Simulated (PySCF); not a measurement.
**C5H11NO (SMILES CC(C)CC(N)=O): density, localisation and related maps**

Input file:

```
{"job": {"kind": "nmr", "xc": "PBE0", "basis": "pcSseg-1", "pop": false}, "charge": 0, "multiplicity": 1}
C     -1.291411    -1.018456     0.169068
C     -0.509760     0.150822    -0.423582
C     -1.458322     1.271706    -0.838541
C      0.514626     0.677255     0.593857
C      1.582113    -0.340317     0.882431
N      2.300968    -0.719541    -0.301564
O      1.827533    -0.786765     1.970564
H     -1.854423    -0.694861     1.042133
H     -1.991096    -1.418203    -0.561416
H     -0.620562    -1.817665     0.475790
H      0.040896    -0.194378    -1.303626
H     -2.186753     0.902800    -1.556727
H     -1.995232     1.656142     0.026133
H     -0.910846     2.091757    -1.296999
H      0.020427     0.954598     1.525996
H      1.010847     1.553694     0.172044
H      2.229317    -1.727291    -0.423915
H      3.291678    -0.541298    -0.151645
```

Command:

```sh
OMP_NUM_THREADS=1 python ens_run.py task.json out
```

Geometry: GFN2-xTB.

These are results of PySCF 2.14.0, PBE0/pcSseg-1, SCF density, gas phase, non-relativistic, not measurements.

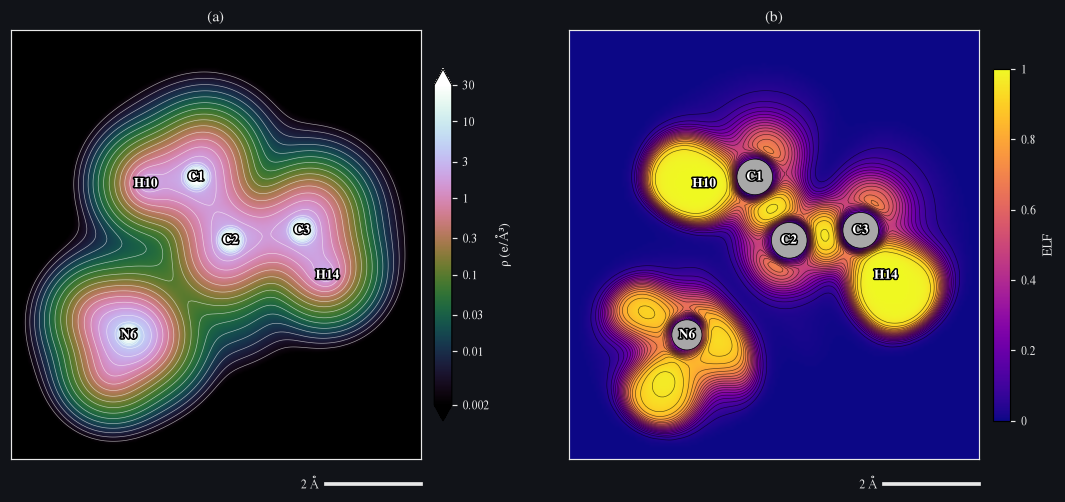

Figure 1. (a) electron density; (b) electron localisation function on the plane of atoms C2, C3 and H14. Grey discs cover the atomic cores in the ELF map.

### What does the map show?

- The section cuts through C, N and H sites.
- C–C (1.53 Å): ρ is about 1.6 e/Å³ halfway; the ELF peaks at about 0.95 between the atoms; a shared electron pair.
- C–H (1.09 Å): the density is about 2 e/Å³ at the midpoint; the ELF climbs to about 1 towards the hydrogen, as it does in any bond to H: a covalent bond by its length.
- The ELF also peaks beside N6, away from the bonds: lone-pair regions.

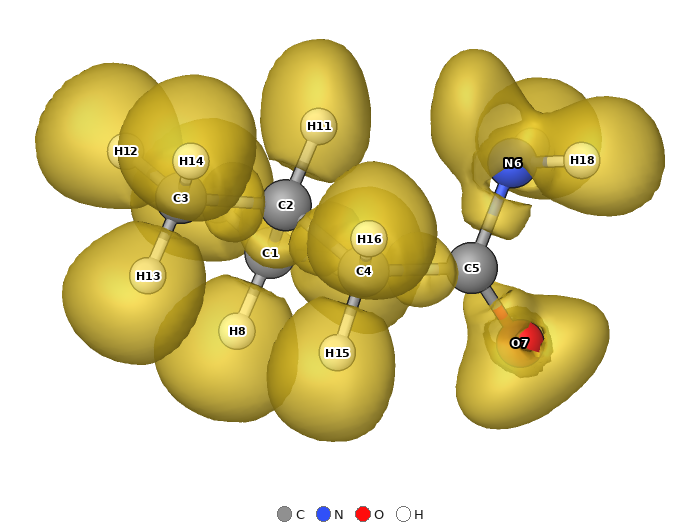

Figure 2. Isosurface of the electron localisation function at 0.75 (yellow), seen from one side. Only the valence region is drawn (cores and ρ < 0.01 e/Å³ removed).

### What do the ELF domains correspond to?

The ELF exceeds this value in four regions between bonded C–C atoms (shared pairs), nine regions around hydrogen nuclei, one region on O in which the atom's valence shell and bonds are merged and one joined region spread over several atoms (H, N), in which their bonds and any lone pairs are merged.


C–O (1.20 Å): the ELF peaks at about 0.85 between the atoms; a multiple bond. C–N (1.44 Å): the ELF peaks at about 0.95 between the atoms; localised, covalent bonding.

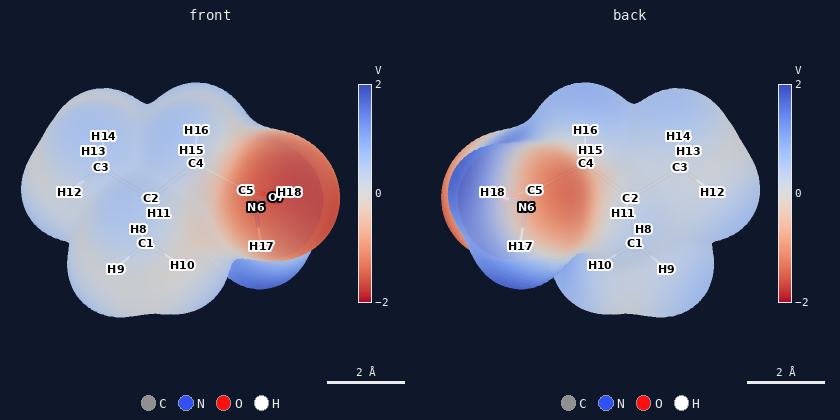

Figure 3. The electrostatic potential painted on the density surface at 0.002 e/bohr³, seen from the front and from behind; the colour scale runs from red (negative) to blue (positive).

### Where is the surface potential most negative and most positive?

The most negative region (about −1.7 V) lies over O7, the most positive (about +1.7 V) over H17 and H18. O7 is the likeliest acceptor of a hydrogen bond.
